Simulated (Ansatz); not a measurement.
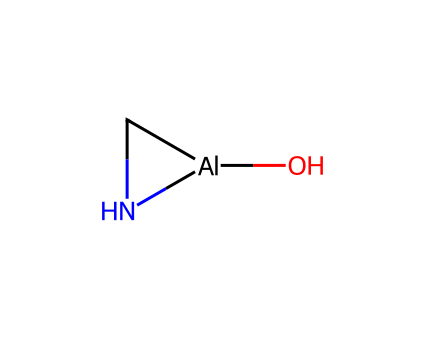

Figure made from data computed with Ansatz.

### Give its SMILES.

[OH][Al]1[CH2][NH]1

### What is the molecular formula?

CH4AlNO.

### An optimisation with PBE0-D4/def2-TZVP gave a structure of which point group?

Cs.
